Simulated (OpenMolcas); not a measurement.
## Single-point calculation of CCuO (part 1 of 2)

The run: single-point calculation of CCuO (Cu(CO)), multiplicity 2, SMILES [O+]#[C-]->[Cu]. Method and program: NEVPT2/ANO-R2, sfX2C (OpenMolcas 26.06).

The geometry comes from this level: GFN2-xTB.

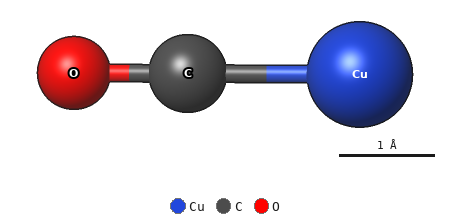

*The structure (ball-and-stick view, seen on its broad side). Sticks mark near contacts.*

### The input
```
* CCuO NEVPT2
&gateway
coord=geom.xyz
basis=ANO-R2
group=NoSym
ricd
&seward
&rasscf
fileorb=$CurrDir/step2.RasOrb
spin=2
nactel=9 0 0
inactive=17
ras2=5
orblisting=Nothing
orbappear=Compact
&caspt2
sc-nevpt2
```

### File geom.xyz
```
3

Cu    -0.015250     0.020630    -1.608240
C      0.002160    -0.002740     0.204610
O      0.013100    -0.017890     1.403630
```

Machine: 1 thread of Arm Neoverse V2, 24 GiB of memory available, shared host.

Launch command:
```bash
export MOLCAS_MEM=1860
pymolcas step8.inp > step8.log
```

### What the program printed
```
--- Start Module: gateway ---

                                              &GATEWAY

                       available to each process: 1.9 GB of memory, 1 thread

++    Symmetry information:
      ---------------------

                    Character Table for C1

                             E
                    a        1  x, y, xy, Rz, z, xz, Ry, yz, Rx, I
--

++    Basis set information:
      ----------------------

      Basis set label: CU.ANO-R...6S4P4D2F1G.

      Electronic valence basis set:
      ------------------
      Associated Effective Charge  29.000000 au
      Associated Actual Charge     29.000000 au
      Nuclear Model: Finite nucleus - Gaussian distribution
        Gaussian exponent, Xi/bohr**(-2):  2.76660E+08

      Shell  nPrim  nBasis  Cartesian Spherical Contaminant
         s      21       6        X
         p      13       4        X
         d       9       4                 X
         f       5       2                 X
         g       4       1                 X

      Basis set label: C.ANO-R...4S4P2D1F.

      Electronic valence basis set:
      ------------------
      Associated Effective Charge   6.000000 au
      Associated Actual Charge      6.000000 au
      Nuclear Model: Finite nucleus - Gaussian distribution
        Gaussian exponent, Xi/bohr**(-2):  6.80775E+08

      Shell  nPrim  nBasis  Cartesian Spherical Contaminant
         s      12       4        X
         p       7       4        X
         d       3       2                 X
         f       2       1                 X

      Basis set label: O.ANO-R...4S4P2D1F.

      Electronic valence basis set:
      ------------------
      Associated Effective Charge   8.000000 au
      Associated Actual Charge      8.000000 au
      Nuclear Model: Finite nucleus - Gaussian distribution
        Gaussian exponent, Xi/bohr**(-2):  5.86314E+08

      Shell  nPrim  nBasis  Cartesian Spherical Contaminant
         s      13       4        X
         p       8       4        X
         d       4       2                 X
         f       3       1                 X
--

++    Molecular structure info:
      -------------------------

                    ************************************************
                    **** Cartesian Coordinates / bohr, angstrom ****
                    ************************************************

     Center  Label                x              y              z                     x              y              z
        1      CU1             -0.028818       0.038985      -3.039133             -0.015250       0.020630      -1.608240
        2      C2               0.004082      -0.005178       0.386657              0.002160      -0.002740       0.204610
        3      O3               0.024755      -0.033807       2.652476              0.013100      -0.017890       1.403630

                    ***************************************
                    *    InterNuclear Distances / bohr    *
                    ***************************************

               1 CU1           2 C2            3 O3
    1 CU1      0.000000
    2 C2       3.426233        0.000000
    3 O3       5.692327        2.266095        0.000000

                    *******************************************
                    *    InterNuclear Distances / angstrom    *
                    *******************************************

               1 CU1           2 C2            3 O3
    1 CU1      0.000000
    2 C2       1.813084        0.000000
    3 O3       3.012250        1.199166        0.000000
--

            Nuclear Potential Energy            112.72307800 au

--- Stop Module: gateway /rc=_RC_ALL_IS_WELL_ ---
--- Module gateway spent 3 seconds ---

--- Start Module: seward ---

                                              &SEWARD

                       available to each process: 1.9 GB of memory, 1 thread

               SEWARD will generate:
                  Multipole Moment integrals up to order  2
                  Kinetic Energy integrals
                  Nuclear Attraction integrals (finite nuclei - Gaussian type)
                  One-Electron Hamiltonian integrals
                  Velocity integrals
                  Relativistic X2C integrals
                  Orbital angular momentum around ( -0.0151   0.0204  -1.5858 )
                  Velocity quadrupole around ( -0.0151   0.0204  -1.5858 )
                  Atomic mean-field integrals
                  RI decomposed two-electron repulsion integrals stored Cholesky style
                   - acCD auxiliary basis
                   - CD Threshold:   1.00E-04

                   Integrals are discarded if absolute value <: 1.00E-14
                   Integral cutoff threshold is set to       <: 1.00E-16

            Nuclear Potential Energy            112.72307800 au

      Basis set specifications :
      Symmetry species         a
      Basis functions          127

--- Stop Module: seward /rc=_RC_ALL_IS_WELL_ ---
--- Module seward spent 5 seconds ---

--- Start Module: rasscf ---

                                              &RASSCF

                       available to each process: 1.9 GB of memory, 1 thread

      Header of the ONEINT file:
      --------------------------

      OrdInt status: non-squared

      Cartesian coordinates in angstrom:
      -----------------------------------------------------
      No.  Label        X            Y            Z
      -----------------------------------------------------
       1   CU1       -0.01525000   0.02063000  -1.60824000
       2   C2         0.00216000  -0.00274000   0.20461000
       3   O3         0.01310000  -0.01789000   1.40363000
      -----------------------------------------------------
      Nuclear repulsion energy =  112.72307800

++    Wave function specifications:
      -----------------------------

      Number of closed shell electrons          34
      Number of electrons in active shells       9
      Max number of holes in RAS1 space          0
      Max nr of electrons in RAS3 space          0
      Number of inactive orbitals               17
      Number of active orbitals                  5
      Number of secondary orbitals             105
      Spin quantum number                      0.5
      State symmetry                             1
--

++    Orbital specifications:
      -----------------------

      Symmetry species                           1
                                                 a
      Frozen orbitals                            0
      Inactive orbitals                         17
      Active orbitals                            5
      RAS1 orbitals                              0
      RAS2 orbitals                              5
      RAS3 orbitals                              0
      Secondary orbitals                       105
      Deleted orbitals                           0
      Number of basis functions                127
--

++    CI expansion specifications:
      ----------------------------

      Number of CSFs                             5
      Number of determinants                     5
      Number of root(s) required                 1
      Root chosen for geometry opt.              1
      CI root used                               1

      highest root included in the CI            1
      max. size of the explicit Hamiltonian      5
--

++    Optimization specifications:
      ----------------------------

      RASSCF algorithm: LK RI/DF
      Maximum number of macro iterations       200
      Maximum number of SX iterations          100
      Threshold for RASSCF energy            1.000E-08
      Threshold for max MO rotation          1.000E-01
      Threshold for max BLB element          1.000E-04
      Level shift parameter                  5.000E-01
      Make Quasi-Newton update
--

      The MO-coefficients are taken from the file:
      step2.RasOrb
      Title: RASSCF average (pseudo-natural) orbitals

      Total molecular charge    0.00

      ************************************************************************************************************************
      *                                            Wave function control section                                             *
      ************************************************************************************************************************

                                         RASSCF iterations: Energy and convergence statistics
                                         ----------------------------------------------------
```
